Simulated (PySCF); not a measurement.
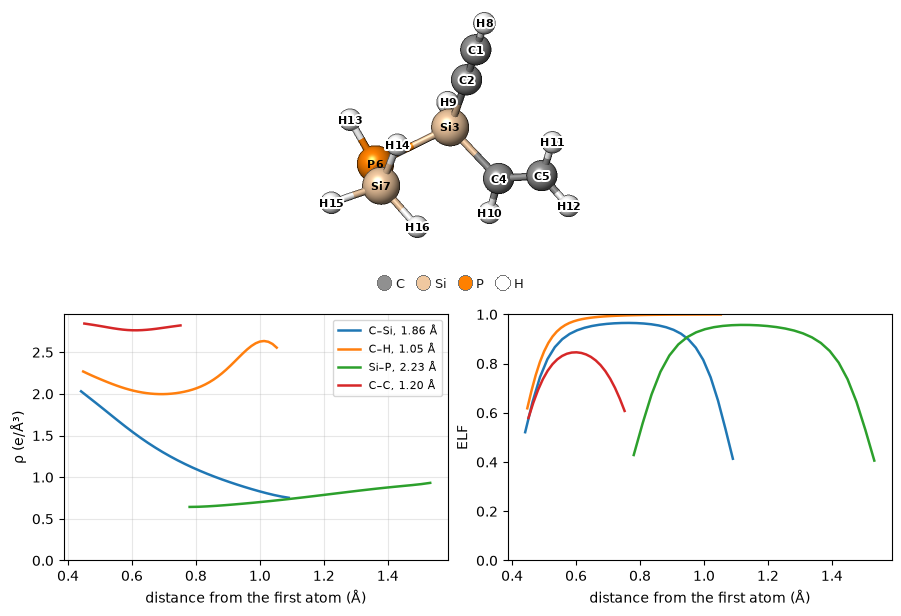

C₄H₉PSi₂. Electron density and ELF along straight lines between neighbouring atoms. The curves leave out the atomic cores. The structure is drawn too.

Geometry: GFN2-xTB.

All numbers below come from PBE0/pcSseg-1, SCF density, gas phase, non-relativistic in PySCF.

```tsv
atom	x (Å)	y (Å)	z (Å)
C	-0.4123	-2.1529	1.7654
C	-0.5923	-1.5602	0.7344
Si	-0.7847	-0.6240	-0.8568
C	-1.5225	1.0676	-0.4710
C	-2.0571	1.4085	0.6899
P	1.1624	-0.2585	-1.9242
Si	2.4309	0.5707	-0.2889
H	-0.2747	-2.6761	2.6685
H	-1.6335	-1.4210	-1.7582
H	-1.4831	1.8042	-1.2652
H	-2.1151	0.7085	1.5075
H	-2.4609	2.3920	0.8792
H	1.6102	-1.5589	-1.8119
H	2.4161	-0.2439	0.9274
H	3.7953	0.6464	-0.8116
H	1.9138	1.9065	0.0041
```

### Compare the contacts.

C–Si (1.86 Å): ρ at the midpoint is about 0.91 e/Å³; the ELF peaks at about 0.95 between the atoms; localised, covalent bonding.
C–H (1.05 Å): the density is about 2.1 e/Å³ at the midpoint; the ELF climbs to about 1 towards the hydrogen, as it does in any bond to H; an ordinary covalent bond to hydrogen.
Si–P (2.23 Å): ρ is about 0.75 e/Å³ halfway; the ELF peaks at about 0.95 between the atoms (a covalent bond).
C–C (1.20 Å): the density is about 2.8 e/Å³ at the midpoint; the ELF peaks at about 0.85 between the atoms: a multiple bond.
